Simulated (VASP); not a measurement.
Band structure of KOsO₃ (space group Pm-3m). Computed with PBEsol GGA, VASP's PBE PAW potentials (set 64) (plane waves; VASP).

Unless said otherwise, spin-orbit coupling is left out, though it shifts the bands of the heavy elements here.

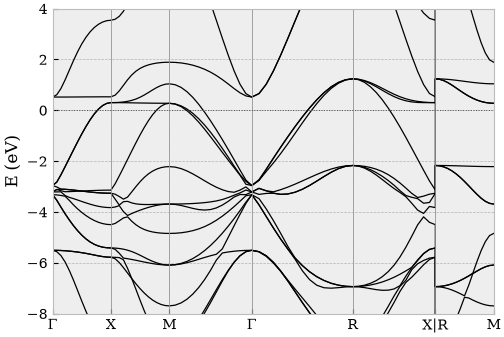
*Bands along high-symmetry lines, zero at the valence-band maximum or, without a gap, the Fermi level*

Q: Read the plot: is there a gap, and where are the band edges?

A: It has no gap at this level: it comes out as a metal or semimetal. (Edges off the drawn lines would not show.)

The structure comes from a computed database's KOsO3 entry (Pm-3m); how it stands against other phases isn't given here. It was relaxed first. The electron count is odd and the run is not spin-polarised, which forces a metal.
